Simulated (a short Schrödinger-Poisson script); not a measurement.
System: MOS inversion layer, HfO2 on p-type Si(100), at 300 K.

| layer | material | thickness (nm) | Na (cm⁻³) |
|---|---|---|---|
| 1 | HfO2 | 11.1 | - |
| 2 | Si | 740 | 3.4e17 |

Constants are typed, rounded textbook-type inputs, not results; the design itself was drawn at random and stands for no fabricated device. HfO2: permittivity 22, conduction-band edge (eV) 1.55, gap (eV) 5.7, electron mass (mₑ) 0.2. Si: permittivity 11.7, conduction-band edge (eV) 0, gap (eV) 1.124, Nv at 300 K (cm⁻³) 3.1e19.

Channel valleys (confinement mass, in-plane density-of-states mass, number): Δ2 0.916, 0.19, 2; Δ4 0.19, 0.417, 4. At the gate the conduction-band edge of layer 1 lies 1.63 eV − eVg above the Fermi level of the channel; the field vanishes at the back. Gaps are held at their typed values at every temperature. Mesh 0.03 nm at interfaces.

Solved with a short Schrödinger-Poisson script written for these runs: 1D Poisson equation in equilibrium, electrons quantum, Hartree (BenDaniel-Duke, 12 states a valley, the channel's in-plane mass for all, wave functions ending at the dielectric), parabolic valleys, classical holes, full ionisation, no traps, pinning or gate leakage.

Only gate voltages with over 1e8 electrons/cm² are shown.

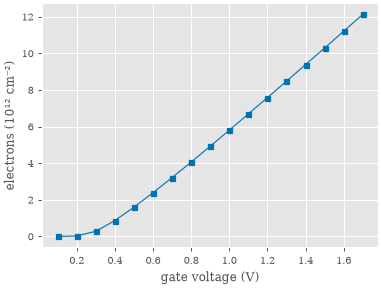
*Sheet density against gate voltage*

| Vg (V) | electrons (cm⁻²) | C (μF/cm²) | Δ2 E0 (meV) | Δ2 E1 (meV) | Δ4 E0 (meV) | Δ4 E1 (meV) |
|---|---|---|---|---|---|---|
| 0.1 | 9.66e8 | 0.172 | 230.6 | 286.4 | 282.1 | 373.9 |
| 0.3 | 2.80e11 | 0.799 | 81.5 | 142.5 | 138.0 | 236.6 |
| 0.5 | 1.60e12 | 1.24 | 31.6 | 100.5 | 96.2 | 199.5 |
| 0.7 | 3.21e12 | 1.35 | 8.1 | 84.8 | 80.8 | 187.4 |
| 0.9 | 4.93e12 | 1.40 | -8.5 | 75.5 | 71.7 | 181.0 |
| 1.1 | 6.69e12 | 1.43 | -22.1 | 68.7 | 65.2 | 176.9 |
| 1.3 | 8.48e12 | 1.45 | -34.1 | 63.3 | 59.9 | 173.8 |
| 1.5 | 1.03e13 | 1.46 | -45.1 | 58.7 | 55.4 | - |
| 1.7 | 1.21e13 | 1.47 | - | - | - | - |

Subbands count from the Fermi level; a dash marks a level above the dielectric's band edge.
